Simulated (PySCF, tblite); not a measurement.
# C₅H₁₁NSi: dynamics, then NMR shifts on frames, part 2 of 2

tblite 0.8.0 and PySCF 2.14.0. Atoms count from 0. The steps go on from the part before.

## 5. NMR shieldings: 625 fs, PBE0/pcSseg-1

What the job is given:

```
{"job": {"kind": "nmr", "xc": "PBE0", "basis": "pcSseg-1", "pop": false}, "charge": 0, "multiplicity": 1}
C     -2.103000    -1.436800     1.404600
C     -1.641300    -0.794400     0.096000
C     -0.299000    -0.658900    -0.159700
C      0.042600     0.034500    -1.475600
C      0.689600    -1.228000     0.728200
N      1.896100    -0.942700     0.678500
Si     2.852600     0.358400    -0.022200
H     -1.840300    -2.393800     1.448900
H     -3.172400    -1.296400     1.437300
H     -1.710700    -0.940200     2.307700
H     -2.502200    -0.596900    -0.477200
H      1.073400    -0.302800    -1.885000
H     -0.700300    -0.146300    -2.335200
H      0.052100     1.133100    -1.236800
H      0.378500    -1.990300     1.454100
H      4.087300     0.252900     0.769700
H      3.125900     0.096100    -1.407900
H      2.253500     1.810800    -0.108400
```

With the program's defaults for keys left out, this is: GIAO PBE0/pcSseg-1 NMR shielding, non-relativistic, gas phase.

What it wrote:

```text
coarse grid: 14936 points
cycle   1  E = -540.7521201003  dE =  6.201e-01  |g| = 4.860e-01  |ddm| = 3.795e+00
cycle   2  E = -540.6843777905  dE =  6.774e-02  |g| = 7.371e-01  |ddm| = 1.469e+00
cycle   3  E = -540.8049242055  dE = -1.205e-01  |g| = 1.536e-01  |ddm| = 1.042e+00
cycle   4  E = -540.8104436434  dE = -5.519e-03  |g| = 3.657e-02  |ddm| = 1.852e-01
cycle   5  E = -540.8107362479  dE = -2.926e-04  |g| = 1.739e-02  |ddm| = 5.642e-02
cycle   6  E = -540.8108101658  dE = -7.392e-05  |g| = 4.409e-03  |ddm| = 1.772e-02
cycle   7  E = -540.8108150408  dE = -4.875e-06  |g| = 5.611e-04  |ddm| = 4.864e-03
final grid: 138056 points
cycle   8  E = -540.8512135244  dE = -4.346e-05  |g| = 7.205e-03  |ddm| = 3.926e-02
cycle   9  E = -540.8512114435  dE =  2.081e-06  |g| = 7.789e-03  |ddm| = 1.599e-02
cycle  10  E = -540.8512271254  dE = -1.568e-05  |g| = 6.935e-04  |ddm| = 8.462e-03
cycle  11  E = -540.8512271833  dE = -5.793e-08  |g| = 4.457e-04  |ddm| = 1.064e-03
cycle  12  E = -540.8512272285  dE = -4.514e-08  |g| = 6.801e-05  |ddm| = 5.644e-04
cycle  13  E = -540.8512272294  dE = -9.459e-10  |g| = 3.333e-05  |ddm| = 1.031e-04
cycle  14  E = -540.8512272297  dE = -2.567e-10  |g| = 1.040e-05  |ddm| = 3.462e-05
converged SCF energy = -540.8512272297

GIAO shielding tensors (ppm)
atom      isotropic    diamagn.    paramagn.     s11        s22        s33       span
  0 C      171.668     248.438     -76.770    152.597    172.241    190.166     37.569
  1 C       31.569     253.219    -221.651    -94.193     36.216    152.683    246.876
  2 C       39.425     260.921    -221.496    -78.397     56.943    139.730    218.126
  3 C      157.695     249.209     -91.514    142.256    155.938    174.889     32.633
  4 C       11.762     249.578    -237.816    -87.444      2.571    120.160    207.604
  5 N     -116.942     330.867    -447.809   -534.020   -113.033    296.227    830.246
  6 Si     414.955     879.753    -464.798    361.568    405.080    478.217    116.648
  7 H       31.839      32.050      -0.211     27.955     30.501     37.062      9.106
  8 H       30.361      28.681       1.680     25.901     29.167     36.014     10.113
  9 H       29.615      30.371      -0.756     25.322     28.476     35.048      9.727
 10 H       24.244      34.939     -10.696     19.241     22.798     30.693     11.452
 11 H       27.596      31.079      -3.483     22.501     27.821     32.465      9.964
 12 H       28.231      29.516      -1.285     24.165     27.497     33.031      8.866
 13 H       28.434      31.392      -2.958     25.839     26.461     33.000      7.161
 14 H       21.909      30.773      -8.864     19.000     21.899     24.828      5.828
 15 H       26.028      28.577      -2.549     22.608     25.006     30.469      7.861
 16 H       26.458      30.517      -4.059     22.864     27.046     29.464      6.600
 17 H       25.538      28.857      -3.319     22.290     25.489     28.835      6.545
```

Run time: 50 s. Hardware: 1 thread of Arm Neoverse N1, shared host; peak memory 0.84 GiB.

Key values: δ C4 175.2, C1 155.4, C2 147.5, C3 29.2, H14 9.81, H10 7.47 ppm.

## 6. NMR shieldings: 800 fs, PBE0/pcSseg-1

What the job is given:

```
{"job": {"kind": "nmr", "xc": "PBE0", "basis": "pcSseg-1", "pop": false}, "charge": 0, "multiplicity": 1}
C     -2.099400    -1.572300     1.354400
C     -1.634000    -0.897600     0.079000
C     -0.400200    -0.751500    -0.385100
C     -0.081200     0.146900    -1.564300
C      0.722800    -1.329900     0.328300
N      1.919800    -0.946300     0.436600
Si     3.242800     0.154700     0.324600
H     -1.439200    -2.431100     1.693000
H     -3.134400    -1.808500     1.240400
H     -2.058700    -0.806200     2.108000
H     -2.500700    -0.529100    -0.441300
H      0.652800    -0.405600    -2.259700
H     -0.911400     0.441400    -2.225900
H      0.316900     1.048400    -1.252900
H      0.435600    -2.187300     0.946600
H      3.095400     1.033100     1.581500
H      4.574100    -0.547800     0.510600
H      3.321200     0.750700    -1.028300
```

Level: GIAO PBE0/pcSseg-1 NMR shielding, non-relativistic, gas phase.

What it wrote:

```text
coarse grid: 14936 points
cycle   1  E = -540.7714183543  dE =  6.196e-01  |g| = 4.855e-01  |ddm| = 3.794e+00
cycle   2  E = -540.7006383051  dE =  7.078e-02  |g| = 7.473e-01  |ddm| = 1.231e+00
cycle   3  E = -540.8239376506  dE = -1.233e-01  |g| = 1.531e-01  |ddm| = 8.732e-01
cycle   4  E = -540.8294637285  dE = -5.526e-03  |g| = 3.253e-02  |ddm| = 1.760e-01
cycle   5  E = -540.8297428685  dE = -2.791e-04  |g| = 6.946e-03  |ddm| = 4.915e-02
cycle   6  E = -540.8297509484  dE = -8.080e-06  |g| = 4.158e-03  |ddm| = 9.542e-03
cycle   7  E = -540.8297551587  dE = -4.210e-06  |g| = 6.252e-04  |ddm| = 3.763e-03
final grid: 138056 points
cycle   8  E = -540.8696762778  dE = -3.509e-05  |g| = 7.107e-03  |ddm| = 3.403e-02
cycle   9  E = -540.8696736139  dE =  2.664e-06  |g| = 7.796e-03  |ddm| = 1.577e-02
cycle  10  E = -540.8696897650  dE = -1.615e-05  |g| = 6.619e-04  |ddm| = 8.417e-03
cycle  11  E = -540.8696898471  dE = -8.213e-08  |g| = 3.198e-04  |ddm| = 8.549e-04
cycle  12  E = -540.8696898734  dE = -2.634e-08  |g| = 6.325e-05  |ddm| = 3.475e-04
cycle  13  E = -540.8696898742  dE = -8.192e-10  |g| = 3.202e-05  |ddm| = 1.038e-04
cycle  14  E = -540.8696898745  dE = -2.171e-10  |g| = 9.594e-06  |ddm| = 3.207e-05
converged SCF energy = -540.8696898745

GIAO shielding tensors (ppm)
atom      isotropic    diamagn.    paramagn.     s11        s22        s33       span
  0 C      168.126     250.421     -82.295    150.667    168.314    185.396     34.728
  1 C       39.821     255.827    -216.006    -69.699     39.085    150.078    219.777
  2 C       48.605     261.916    -213.311    -51.420     47.570    149.666    201.086
  3 C      165.163     246.849     -81.687    150.327    160.160    185.001     34.674
  4 C       11.724     251.409    -239.685    -75.470    -13.695    124.338    199.808
  5 N     -117.989     332.086    -450.075   -582.444   -104.310    332.789    915.233
  6 Si     423.649     879.412    -455.763    376.200    413.809    480.938    104.738
  7 H       27.826      28.873      -1.046     23.583     27.474     32.422      8.840
  8 H       30.170      28.512       1.658     25.931     28.698     35.882      9.951
  9 H       30.223      31.123      -0.900     25.909     28.555     36.206     10.297
 10 H       25.043      34.474      -9.431     22.256     22.450     30.423      8.167
 11 H       28.726      28.857      -0.131     25.140     27.185     33.851      8.711
 12 H       29.825      30.564      -0.739     26.134     28.500     34.840      8.707
 13 H       30.978      34.046      -3.068     27.096     29.632     36.207      9.112
 14 H       21.976      31.428      -9.451     18.140     22.667     25.122      6.981
 15 H       25.478      28.778      -3.300     22.901     24.744     28.788      5.887
 16 H       25.483      27.011      -1.528     22.698     24.381     29.369      6.671
 17 H       25.746      29.456      -3.710     21.611     26.068     29.558      7.947
```

It took 50 s on 1 thread of Arm Neoverse N1, shared host; peak memory 0.84 GiB.

Key values: δ C4 175.2, C1 147.1, C2 138.3, C3 21.8, H14 9.74, H10 6.67 ppm.

## 7. Shielding tensors: 1000 fs, PBE0/pcSseg-1

What the job is given:

```
{"job": {"kind": "nmr", "xc": "PBE0", "basis": "pcSseg-1", "pop": false}, "charge": 0, "multiplicity": 1}
C     -2.156000    -1.882300     0.929500
C     -1.558600    -0.880000     0.014200
C     -0.295900    -0.472800    -0.109900
C      0.188000     0.437500    -1.231300
C      0.744300    -0.999600     0.771400
N      1.978200    -0.848600     0.607400
Si     3.344300    -0.471300    -0.302500
H     -1.883300    -2.843000     0.500700
H     -3.228900    -1.743500     1.149100
H     -1.678900    -1.912600     1.886400
H     -2.243200    -0.545600    -0.712100
H      1.027900    -0.019400    -1.781000
H     -0.617800     0.755000    -1.911700
H      0.662700     1.280000    -0.844900
H      0.394700    -1.704300     1.503400
H      4.111200     0.001400     0.806900
H      3.624800    -1.743800    -1.132500
H      3.294200     0.650500    -1.269300
```

Level: GIAO PBE0/pcSseg-1 NMR shielding, non-relativistic, gas phase.

What it wrote:

```text
coarse grid: 14936 points
cycle   1  E = -540.7643566739  dE =  7.752e-01  |g| = 5.054e-01  |ddm| = 3.838e+00
cycle   2  E = -540.6826733628  dE =  8.168e-02  |g| = 7.890e-01  |ddm| = 1.355e+00
cycle   3  E = -540.8213018637  dE = -1.386e-01  |g| = 1.589e-01  |ddm| = 9.710e-01
cycle   4  E = -540.8272497436  dE = -5.948e-03  |g| = 3.495e-02  |ddm| = 1.827e-01
cycle   5  E = -540.8275557738  dE = -3.060e-04  |g| = 1.155e-02  |ddm| = 5.443e-02
cycle   6  E = -540.8275848401  dE = -2.907e-05  |g| = 5.121e-03  |ddm| = 1.401e-02
cycle   7  E = -540.8275912907  dE = -6.451e-06  |g| = 6.583e-04  |ddm| = 5.020e-03
final grid: 138056 points
cycle   8  E = -540.8684266050  dE = -4.137e-05  |g| = 7.823e-03  |ddm| = 3.841e-02
cycle   9  E = -540.8684234811  dE =  3.124e-06  |g| = 8.669e-03  |ddm| = 1.704e-02
cycle  10  E = -540.8684422557  dE = -1.877e-05  |g| = 1.142e-03  |ddm| = 9.356e-03
cycle  11  E = -540.8684425092  dE = -2.534e-07  |g| = 4.056e-04  |ddm| = 1.373e-03
cycle  12  E = -540.8684425487  dE = -3.950e-08  |g| = 6.729e-05  |ddm| = 5.372e-04
cycle  13  E = -540.8684425497  dE = -1.079e-09  |g| = 2.132e-05  |ddm| = 1.024e-04
cycle  14  E = -540.8684425498  dE = -1.100e-10  |g| = 3.610e-06  |ddm| = 2.101e-05
converged SCF energy = -540.8684425498

GIAO shielding tensors (ppm)
atom      isotropic    diamagn.    paramagn.     s11        s22        s33       span
  0 C      173.349     250.137     -76.789    157.510    175.045    187.491     29.981
  1 C       45.008     254.597    -209.590    -65.625     45.735    154.913    220.538
  2 C       43.329     262.847    -219.518    -52.227     42.818    139.395    191.622
  3 C      164.463     248.980     -84.518    155.209    157.992    180.188     24.979
  4 C       18.016     250.445    -232.429    -71.971     -4.963    130.982    202.953
  5 N     -113.533     331.012    -444.545   -542.714   -104.607    306.722    849.436
  6 Si     423.371     881.213    -457.841    376.949    396.414    496.751    119.802
  7 H       29.518      28.430       1.088     24.723     28.081     35.751     11.028
  8 H       29.443      27.348       2.095     25.353     27.397     35.580     10.226
  9 H       29.422      31.809      -2.387     24.961     29.156     34.151      9.190
 10 H       25.744      35.102      -9.358     22.825     23.175     31.233      8.408
 11 H       29.356      32.559      -3.203     25.052     28.500     34.517      9.465
 12 H       29.895      31.473      -1.578     25.795     29.023     34.867      9.072
 13 H       31.031      34.232      -3.201     27.618     29.340     36.136      8.517
 14 H       22.298      32.540     -10.242     18.896     22.259     25.739      6.844
 15 H       25.713      29.616      -3.903     22.254     25.346     29.541      7.287
 16 H       25.395      28.040      -2.645     22.881     24.239     29.065      6.184
 17 H       26.020      30.638      -4.618     22.325     26.184     29.552      7.227
```

Wall time 45 s (1 thread of Arm Neoverse N1, shared host); peak memory 0.8 GiB.

This run: δ C4 168.9, C2 143.6, C1 141.9, C3 22.5, H14 9.42, H16 6.32 ppm.

## 8. Run by run: NMR shifts

Shifts (ppm) of some atoms, chosen among heavy atoms and hydrogens apart, with basis size and wall time:

| frame | C4 | C1 | C2 | H7 | H13 | N5 | Si6 | functions | time |
| --- | --- | --- | --- | --- | --- | --- | --- | --- | --- |
| 250 fs | 162.5 | 156.3 | 141.9 | 2.24 | 1.47 | 355.0 | -72.2 | 181 | 47 s |
| 425 fs | 178.1 | 147.7 | 139.9 | 2.68 | 2.52 | 371.2 | -81.8 | 181 | 44 s |
| 625 fs | 175.2 | 155.4 | 147.5 | -0.12 | 3.28 | 384.7 | -65.8 | 181 | 50 s |
| 800 fs | 175.2 | 147.1 | 138.3 | 3.89 | 0.74 | 385.7 | -74.5 | 181 | 50 s |
| 1000 fs | 168.9 | 141.9 | 143.6 | 2.20 | 0.69 | 381.3 | -74.2 | 181 | 45 s |

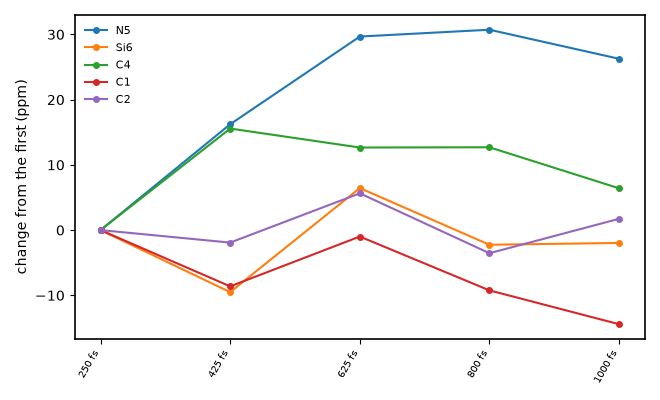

How five of the tabulated atoms move from run to run.

## 9. Summary of results

What follows sums up all 2 parts.

| quantity | value |
| --- | --- |
| thermostat | 300 K |
| mean temperature, second half | 289 K |
| mean potential energy above the minimum | 0.64 eV |
| ¹³C shifts against TMS (PBE0/pcSseg-1, 250 fs) | 162.5, 156.3, 141.9, 21.2, 13.3 ppm |
| ¹H shifts against TMS (PBE0/pcSseg-1, 250 fs) | 9.02, 7.15, 5.63, 5.44, 5.08, 2.24, 1.84, 1.59, 1.51, 1.47, 1.36 ppm |
| ¹⁵N shifts against NH3 (PBE0/pcSseg-1, 250 fs) | 355.0 ppm |
| ²⁹Si shifts against TMS (PBE0/pcSseg-1, 250 fs) | -72.2 ppm |
| range of the shift of N5 | 355.0 to 385.7 ppm |

**Reading.** In the second half the potential energy averages 0.64 eV above the minimum; equipartition over 48 harmonic modes at 300 K would give 0.62 eV. With 18 atoms the temperature swings widely (136 to 412 K). Shifts at one fixed geometry are not the observed spectrum, which averages over the motion. In the first frame run (250 fs): The largest span, 732 ppm, is at N5, where the paramagnetic term is -417 ppm. Across the 5 runs the shift of N5 moves most, between 355.0 (250 fs) and 385.7 ppm (800 fs).
